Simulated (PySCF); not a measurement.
# C3H9FNSi: the cost of one run

Programs: PySCF 2.14.0, with routines of our own; each step states its level. All values are computed. Atoms count from 0.

## Step 1: The starting structure

15 atoms, charge 1, multiplicity 1; geometry from: GFN2-xTB.

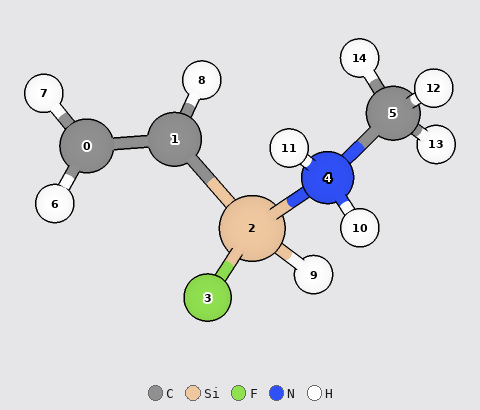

The starting geometry (carbon grey, silicon light orange, fluorine green, nitrogen blue, hydrogen white).

## Step 2: Geometry optimisation at PBE0-D3(BJ)/def2-SVP

What the job is given:

```
{"job": {"xc": "PBE0", "basis": "def2-SVP", "d3": "d3bj", "grid": 1, "kind": "geom"}, "charge": 1, "multiplicity": 1}
C      2.723716    -0.347557     0.215055
C      1.437827    -0.690875     0.124638
Si     0.321506    -0.151853    -1.267292
F      0.888380     1.120925    -2.046474
N     -1.126329     0.792377    -0.456348
C     -2.096887    -0.026612     0.291160
H      3.202067     0.290552    -0.510379
H      3.343114    -0.692783     1.027330
H      1.034424    -1.358605     0.877893
H     -0.345761    -1.022175    -2.206949
H     -1.622090     1.310315    -1.187847
H     -0.742787     1.506289     0.169762
H     -2.891980     0.587482     0.710725
H     -2.539270    -0.766628    -0.371064
H     -1.590344    -0.542864     1.102223
```

On the command line:

```bash
$ OMP_NUM_THREADS=1 python excited_run.py task.json out
```

The driver reads the jobs from task.json and runs them one after another.

**Question.** How long does this run take on 1 thread of Arm Neoverse V1, shared host?

About 51 s.
